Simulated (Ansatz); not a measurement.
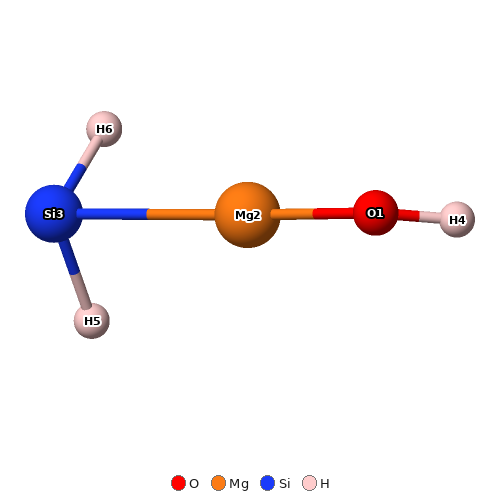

The system is H3MgOSi, SMILES [OH][Mg][SiH2-], charge −1; the picture shows the reference structure. First axis: bond length O1–Mg2. Second axis: bond length O1–H4. Nothing is relaxed (all other coordinates rigid). The grid has 15 × 15 points. Points are written as (first, second). Energies are in kcal/mol, from the relaxed molecule at the same level. These are results of Ansatz, RHF-MP2, frozen core/def2-TZVPD, not measurements.

Its coordinates:

```xyz
6

O    -1.8820   -1.4449   -0.6591
Mg   -0.5700   -0.2995    0.0074
Si    1.0025    1.3405    1.2063
H    -1.9533   -2.0020   -1.4373
H     1.2445    2.0582   -0.1298
H     2.1583    0.3478    1.0124
```

Range: bond length O1–Mg2 from 1.566 to 2.424 Å; bond length O1–H4 from 0.845 to 1.200 Å.

Q: What will the energy surface look like?

A: The lowest grid point is at (1.873 Å, 0.971 Å), 0.09 kcal/mol from the relaxed molecule at the same level. No other kind of well shows on this grid. The highest grid point, (1.566 Å, 1.200 Å), lies 46.9 kcal/mol above the lowest. Round the minimum the two coordinates are nearly uncoupled.

| bond length O1–H4 ↓, bond length O1–Mg2 → | 1.566 | 1.628 | 1.689 | 1.750 | 1.812 | 1.873 | 1.934 | 1.995 | 2.057 | 2.118 | 2.179 | 2.240 | 2.302 | 2.363 | 2.424 |
| --- | --- | --- | --- | --- | --- | --- | --- | --- | --- | --- | --- | --- | --- | --- | --- |
| 1.200 | 47.0 | 35.9 | 28.8 | 24.5 | 22.2 | 21.6 | 22.2 | 23.6 | 25.6 | 28.0 | 30.7 | 33.5 | 36.6 | 39.5 | 42.5 |
| 1.174 | 43.4 | 32.3 | 25.2 | 20.9 | 18.7 | 18.1 | 18.6 | 20.0 | 22.1 | 24.5 | 27.2 | 30.1 | 33.1 | 36.1 | 39.1 |
| 1.149 | 40.2 | 29.0 | 21.9 | 17.6 | 15.4 | 14.8 | 15.4 | 16.8 | 18.8 | 21.3 | 24.0 | 26.9 | 29.9 | 32.9 | 35.9 |
| 1.124 | 37.0 | 25.9 | 18.8 | 14.5 | 12.3 | 11.7 | 12.3 | 13.7 | 15.8 | 18.2 | 21.0 | 23.9 | 26.9 | 29.9 | 33.0 |
| 1.098 | 34.0 | 22.9 | 15.8 | 11.5 | 9.3 | 8.8 | 9.4 | 10.8 | 12.9 | 15.3 | 18.1 | 21.0 | 24.0 | 27.1 | 30.1 |
| 1.073 | 31.4 | 20.3 | 13.2 | 8.9 | 6.7 | 6.2 | 6.8 | 8.3 | 10.3 | 12.8 | 15.6 | 18.5 | 21.6 | 24.6 | 27.7 |
| 1.047 | 29.1 | 17.9 | 10.8 | 6.6 | 4.4 | 3.9 | 4.5 | 6.0 | 8.1 | 10.6 | 13.3 | 16.3 | 19.4 | 22.4 | 25.5 |
| 1.022 | 27.3 | 16.1 | 9.0 | 4.7 | 2.6 | 2.1 | 2.7 | 4.2 | 6.3 | 8.8 | 11.6 | 14.6 | 17.7 | 20.8 | 23.8 |
| 0.997 | 25.9 | 14.8 | 7.7 | 3.4 | 1.3 | 0.8 | 1.5 | 3.0 | 5.1 | 7.6 | 10.4 | 13.4 | 16.5 | 19.6 | 22.7 |
| 0.971 | 25.2 | 14.0 | 6.9 | 2.7 | 0.6 | 0.1 | 0.8 | 2.3 | 4.4 | 7.0 | 9.8 | 12.8 | 15.9 | 19.0 | 22.1 |
| 0.946 | 25.2 | 14.0 | 6.9 | 2.7 | 0.6 | 0.1 | 0.8 | 2.3 | 4.5 | 7.1 | 9.9 | 12.9 | 16.0 | 19.2 | 22.3 |
| 0.921 | 26.0 | 14.9 | 7.8 | 3.6 | 1.5 | 1.0 | 1.7 | 3.3 | 5.5 | 8.0 | 10.9 | 13.9 | 17.0 | 20.2 | 23.3 |
| 0.895 | 28.0 | 16.8 | 9.7 | 5.5 | 3.5 | 3.0 | 3.7 | 5.3 | 7.5 | 10.1 | 12.9 | 16.0 | 19.1 | 22.3 | 25.4 |
| 0.870 | 31.1 | 19.9 | 12.8 | 8.6 | 6.5 | 6.1 | 6.8 | 8.4 | 10.6 | 13.2 | 16.1 | 19.2 | 22.3 | 25.5 | 28.6 |
| 0.845 | 35.5 | 24.4 | 17.3 | 13.1 | 11.0 | 10.6 | 11.4 | 13.0 | 15.2 | 17.8 | 20.7 | 23.8 | 26.9 | 30.1 | 33.3 |

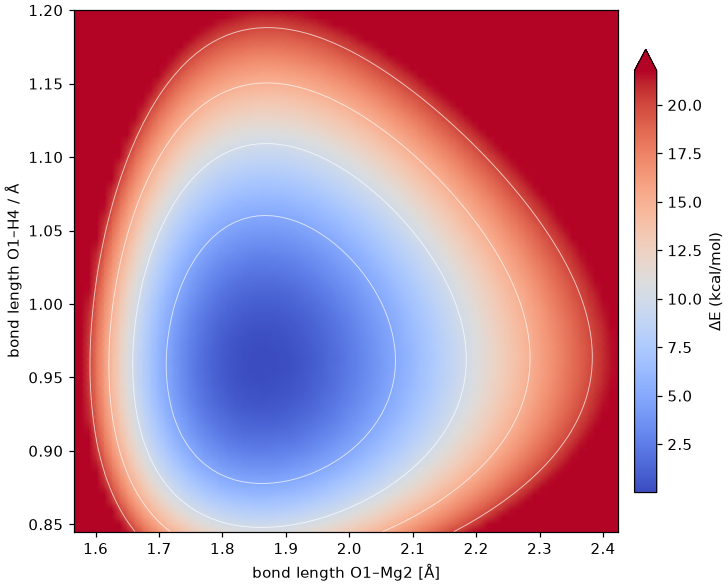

Drawn: a smooth colour map with a few white contour lines, one colour for all values above the top of the scale. Between grid points the surface is interpolated.

The whole map (225 points run) took 50 min on 1 thread of Arm Neoverse N1 (shared host).
